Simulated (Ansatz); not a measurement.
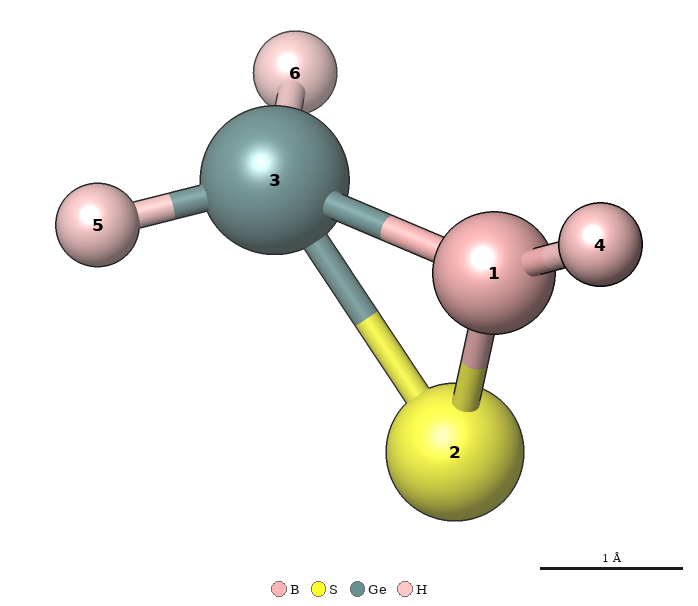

Figure made from data computed with Ansatz.

Orthographic view. Distant atoms are faded towards the background colour. Geometry: moved along internal coordinates away from the minimum.

Give the distance matrix in Å.

| atom | B1 | S2 | Ge3 | H4 | H5 | H6 |
| --- | --- | --- | --- | --- | --- | --- |
| B1 | 0.00 |  |  |  |  |  |
| S2 | 1.74 | 0.00 |  |  |  |  |
| Ge3 | 2.00 | 2.31 | 0.00 |  |  |  |
| H4 | 1.18 | 2.73 | 3.07 | 0.00 |  |  |
| H5 | 2.95 | 3.02 | 1.32 | 3.96 | 0.00 |  |
| H6 | 3.13 | 3.17 | 1.53 | 4.13 | 2.36 | 0.00 |
